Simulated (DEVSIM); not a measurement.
Structure: Si n-p junction from an implanted or diffused profile, at 300 K.

```tsv
layer (left to right)	material	thickness (μm)	Na (cm⁻³)	τn (s)	τp (s)
1	Si	2.90	2.7e15	4.6e-7	4.6e-7
```

Added donor profile: 2.2e18 cm⁻³ × exp(−(x − 0.038 μm)²/(2·(0.044 μm)²)). Left contact: ohmic. Right contact: ohmic. Voltage is applied to the left contact. Recombination: SRH at mid-gap, radiative, Auger. Gap narrowing is on: ΔEg = 6.92 meV × (l + √(l² + 0.5)), l = ln(N/1.3e17 cm⁻³), shared equally by both band edges. Mobility is μmin + (μ − μmin)/(1 + (N/Nref)^α).

This is a model device: material constants are rounded textbook-type values typed into the input, and sizes, dopings and lifetimes were drawn at random. Values at 300 K.

```tsv
parameter	Si
gap (eV)	1.124
affinity (eV)	4.05
permittivity	11.7
Nc (cm⁻³)	2.86e19
Nv (cm⁻³)	3.1e19
μn (cm²/Vs)	1417
μp (cm²/Vs)	470
μn,min	52
μp,min	45
Nref,n	9.7e16
Nref,p	2.2e17
αn	0.68
αp	0.72
B (cm³/s)	4.7e-15
Cn (cm⁶/s)	2.8e-31
Cp (cm⁶/s)	9.9e-32
```

Simulated with DEVSIM: 1D drift-diffusion, Boltzmann statistics, complete ionisation; no tunnelling, impact ionisation, image-force lowering or self-heating.

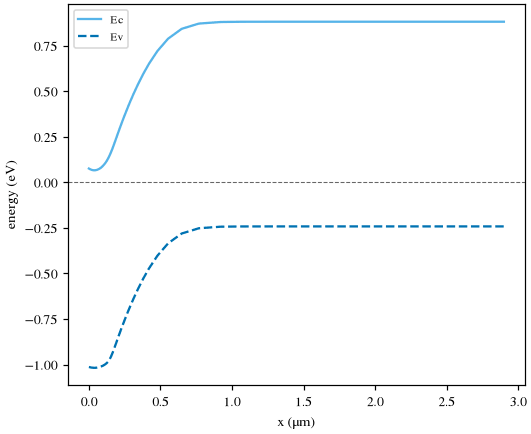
Figure. Band edges at zero bias

Energies count from the Fermi level of the right contact; mesh points crowd at the junctions.

```
x (μm)   Ec (eV)  Ev (eV)  n (cm⁻³)  p (cm⁻³)  field (V/cm)
-------  -------  -------  --------  --------  ------------
0.000      0.076   -1.013    1.5e18       290         -3400
0.01470    0.070   -1.016    1.9e18       260         -2300
0.03223    0.067   -1.018    2.2e18       250          -570
0.05045    0.067   -1.017    2.1e18       250          1200
0.07998    0.078   -1.012    1.4e18       310          4200
0.1034     0.095   -1.004    7.2e17       420          6700
0.1269     0.121   -0.990    2.7e17       710         10000
0.1621     0.180   -0.942    2.7e16      4600         20000
0.1858     0.231   -0.892    3.7e15     32000         22000
0.2122     0.289   -0.834    3.9e14    300000         22000
0.2360     0.340   -0.784    5.6e13   2100000         21000
0.2890     0.444   -0.679    9.9e11     1.2e8         19000
0.3817     0.598   -0.525     2.6e9    4.6e10         15000
0.5536     0.789   -0.335   1600000    7.4e13          7500
1.072      0.882   -0.242     44000    2.7e15            31
1.811      0.882   -0.242     44000    2.7e15           ≈ 0
2.290      0.882   -0.242     44000    2.7e15           ≈ 0
2.577      0.882   -0.242     44000    2.7e15           ≈ 0
2.762      0.882   -0.242     44000    2.7e15           ≈ 0
2.832      0.882   -0.242     44000    2.7e15           ≈ 0
2.874      0.882   -0.242     44000    2.7e15           ≈ 0
2.900      0.882   -0.242     44000    2.7e15           ≈ 0
```
